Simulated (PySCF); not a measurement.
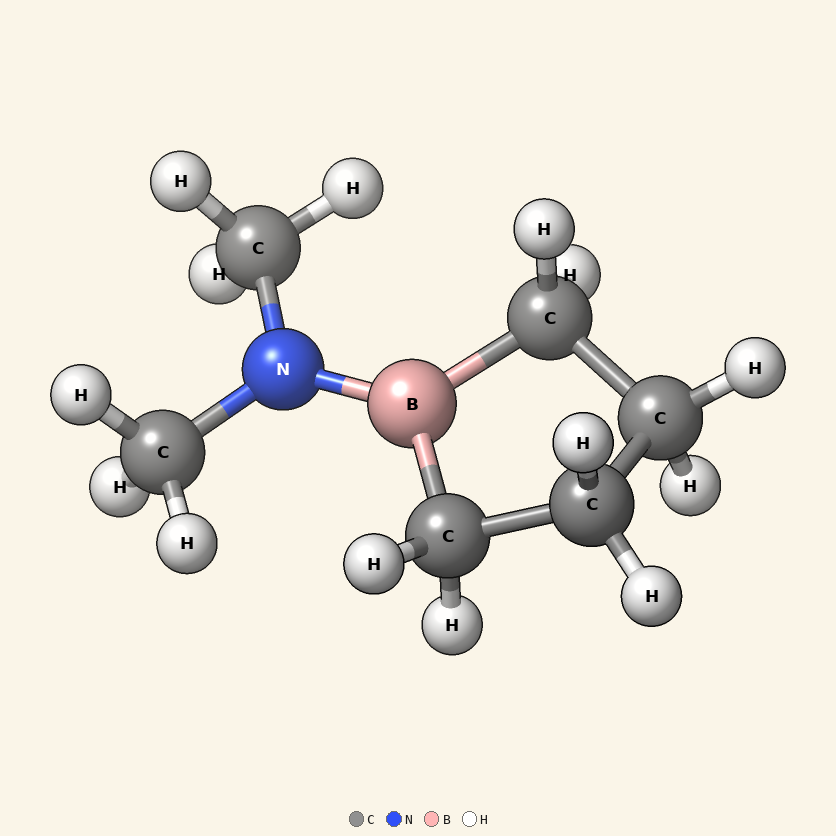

Every bond is drawn as one stick, whatever its order.

Description:

The molecule is C₆H₁₄BN. SMILES: `CN(C)B1CCCC1`. Independent rings (smallest set): 1 of 5 members. This geometry has C2 symmetry. Coordination: 6 C tetrahedral; 1 N trigonal planar; 1 B trigonal planar.

More results for the same structure follow; atom numbers are the same in all pictures, views and colours differ. The computed structure is the end point of a PBE0-D3(BJ)/def2-SVP optimisation. No frequency run is at hand to confirm it as a minimum.

### Shape

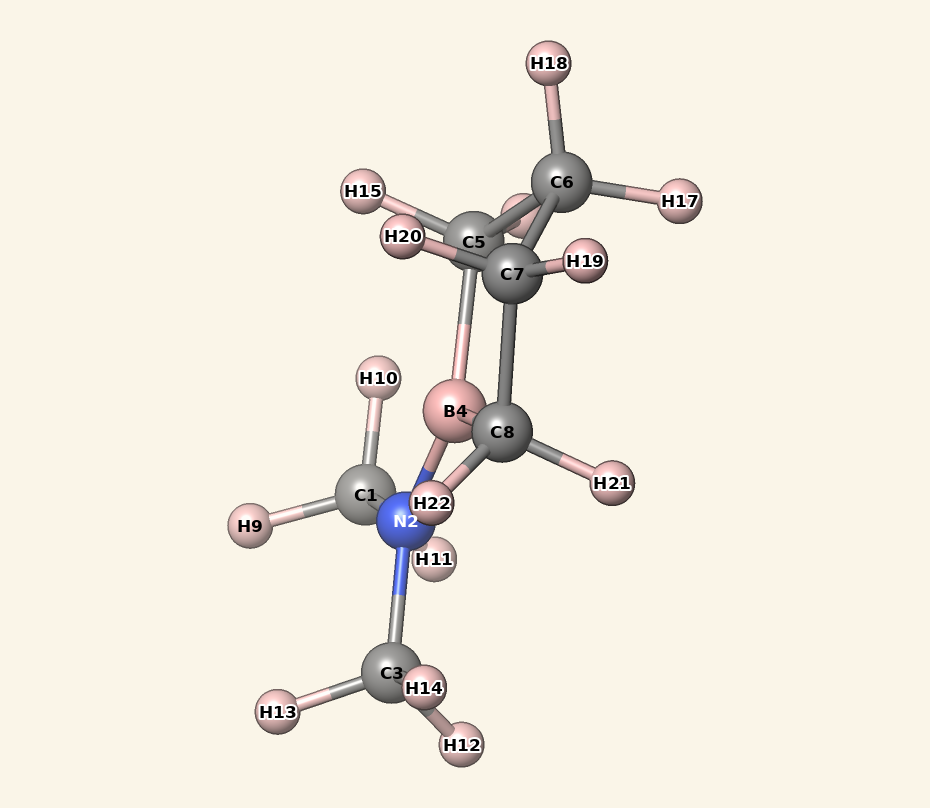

B4 lies behind C8. The molecule seen a little off the C8–B4 bond, C8 in front. Distant atoms are faded towards the background colour. No frequency run is at hand to confirm it as a minimum.

**What is the torsion angle C7–C8–B4–N2? The sign is positive where the front bond must turn clockwise to cover the back bond.**

−168°, antiperiplanar (anti).

### Ring current

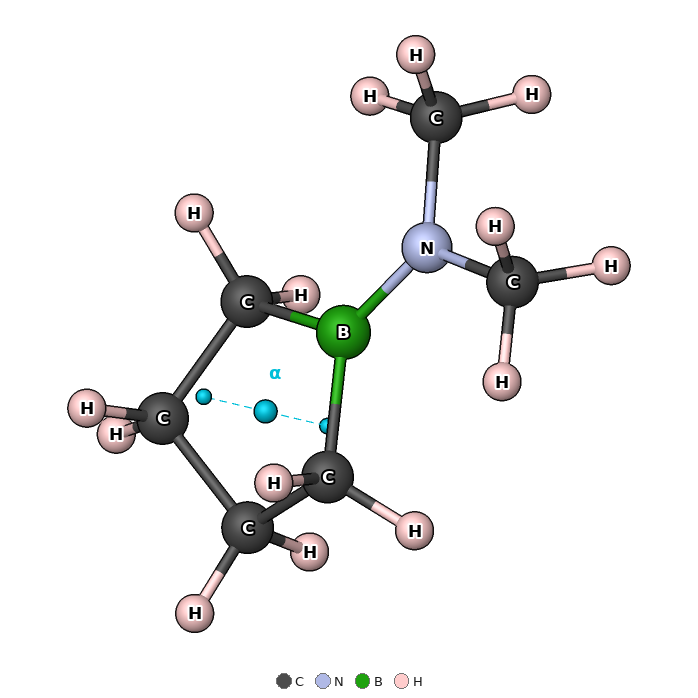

The small points mark where nucleus-independent chemical shifts (NICS) were computed: at the centre of each lettered ring and 1 Å above and below it. No frequency run is at hand to confirm it as a minimum. Level of theory: GIAO PBE0/pcSseg-1 NMR shielding, non-relativistic, gas phase (PySCF 2.14.0).

Give NICS(0), NICS(1) and the out-of-plane component NICS(1)zz for each ring (means of the two sides).

| ring | members | NICS(0) | NICS(1) | NICS(1)zz |
| --- | --- | --- | --- | --- |
| α | C4B | −1.5 | −3.2 | −1.6 |

Values in ppm.

**What do the values say about the ring currents?**

Ring α: weak, as in a non-aromatic ring. NICS is one index among several.

### Polarisability

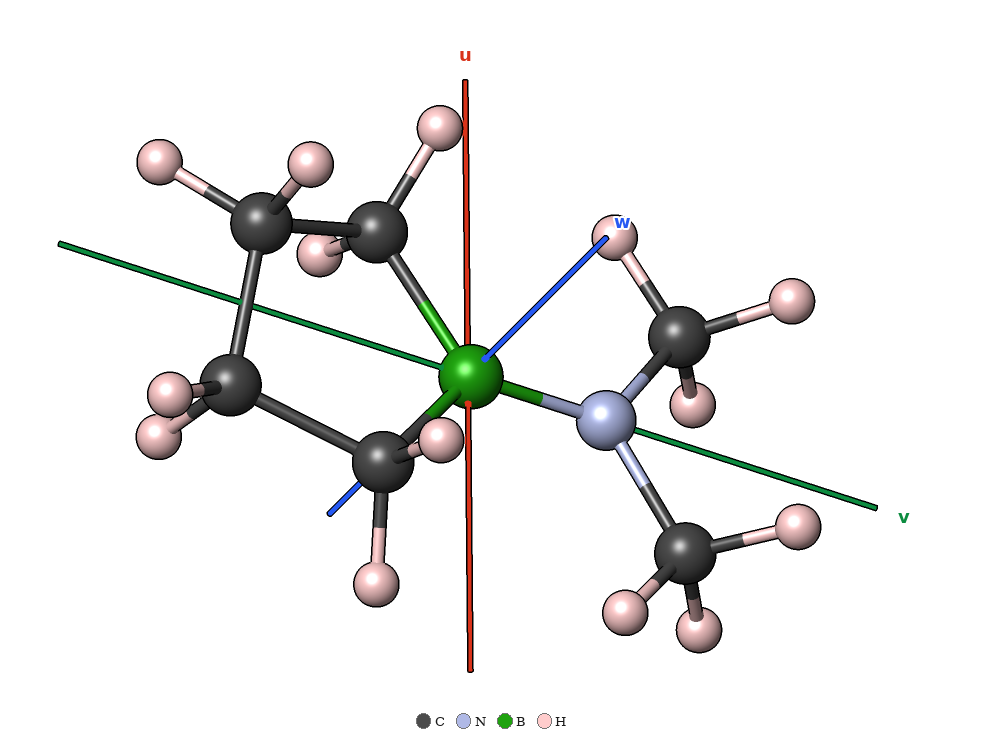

The lines u, v and w are the principal axes of the static dipole polarisability. No frequency run is at hand to confirm it as a minimum. Method: CAM-B3LYP/def2-SVPD (PySCF 2.14.0).

**Along which axis is the molecule most polarisable, and along which least?**

Most along v, least along w.

**Give the three principal values.**

u 91.7, v 111.5, w 75.6 bohr³; mean 92.9, anisotropy 31.2 bohr³.

### Levels of theory compared

No frequency run is at hand to confirm it as a minimum. Program: PySCF 2.14.0.

Tabulate HOMO energy (eV) at these levels: CAM-B3LYP/def2-SVPD; CAM-B3LYP/pcSseg-1; PBE0/pcSseg-1; PBE0/pcSseg-1 in benzene (IEF-PCM); PBE0/pcSseg-1 in water (IEF-PCM).

| level | HOMO energy (eV) |
| --- | --- |
| CAM-B3LYP/def2-SVPD | −8.34 |
| CAM-B3LYP/pcSseg-1 | −8.32 |
| PBE0/pcSseg-1 | −6.97 |
| PBE0/pcSseg-1 in benzene (IEF-PCM) | −6.89 |
| PBE0/pcSseg-1 in water (IEF-PCM) | −6.85 |
